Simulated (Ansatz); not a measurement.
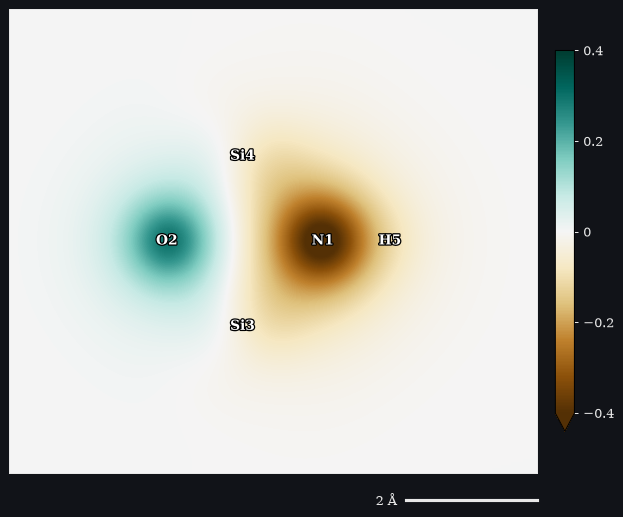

HNOSi₂. The HOMO−1 on a plane 0.8 Å above the molecular plane (values in Å⁻³ᐟ²; the overall sign is arbitrary).

Geometry: BLYP-D3(BJ)/def2-SVP.

Method: isolated molecule in a Gaussian basis; Kohn-Sham density functional theory, functional PBE0 (Ansatz).

```xyz
5

N    -0.2447   -0.0521    1.1094
O     0.3461   -1.0231   -0.9904
Si   -0.9195   -1.4018    0.1432
Si    1.0399    0.2957   -0.0910
H    -0.4980    0.3647    2.0103
```

**Where does this orbital lie, and at what energy?**

Its weight (Hirshfeld) is mainly on N1 (about 50 %) and O2 (about 25 %); it changes sign across the molecular plane (π type); π-antibonding (a node) across O2–Si3 and O2–Si4. Its energy is −8.20 eV.
